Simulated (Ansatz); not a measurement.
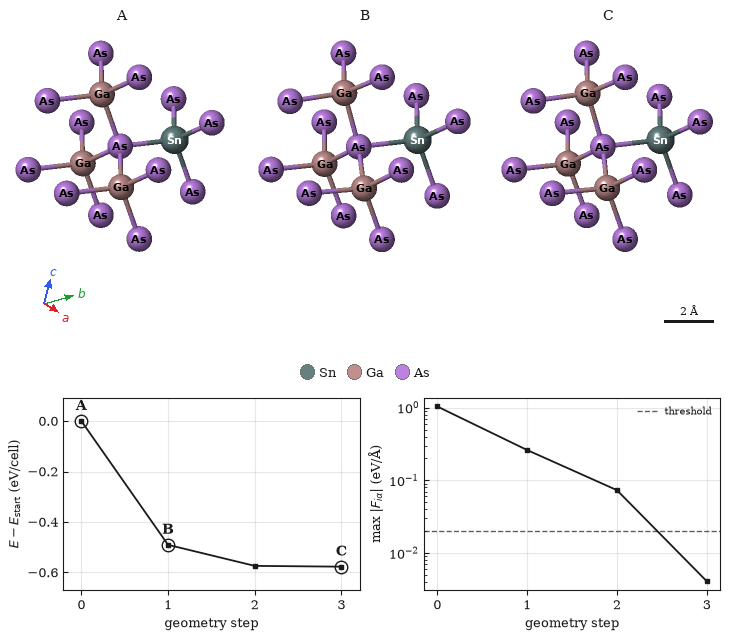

Frames of a relaxation of a defect cell of composition Ga₂₆SnAs₂₇ (cell charge +1), marked on the history of the run. Style: ball-and-stick. Shown: the atoms within 4.2 Å of the atom that moves most (axes of the cell of the calculation), slightly off an axis.

Theory: DFT, PBE, plane-wave PAW, default files, scalar-relativistic, frozen cores in Ansatz 0.2.0. Settings: plane-wave cutoff 420 eV; k-point mesh 3 × 3 × 3; occupations fermi dirac; smearing width 0.01 eV; no spin polarisation; potentials kind: paw, frozen_core: stored; atoms relaxed in a fixed cell; force threshold 0.02 eV/Å; at most 50 steps.

> What happens along the run?

The largest moves, 0.14 Å, are those of As atoms. By element the largest moves are As 0.14 Å, Ga 0.05 Å. Sn stays in place. The cell stays as it was. Near-neighbour distances that change, for instance: As–Sn 2.448 → 2.590 Å, As–Ga 2.448 → 2.438 Å. Among the angles between lasting bonds that change: As–Ga–As 109.5° → 105.0°, Sn–As–Ga 109.5° → 106.3°, Ga–As–Ga 109.5° → 112.4°. After 3 geometry steps the energy has fallen by 0.577 eV per cell of the calculation. Largest force component: 1 eV/Å at the start, 0.0041 eV/Å at the end. From step 0 to 1: As atoms move most (0.19 Å), energy −0.491 eV per cell of the calculation. From step 1 to 3: As atoms move most (0.05 Å), energy −86.5 meV per cell of the calculation.

| step | E − E(0), meV/atom | largest force component, eV/Å |
| --- | --- | --- |
| 0 | 0.00 | 1.0362 |
| 1 | -9.08 | 0.2613 |
| 2 | -10.63 | 0.0733 |
| 3 | -10.69 | 0.0041 |

Limits of the set-up: the cell is charged, on a uniform background, and energies carry no finite-size correction.
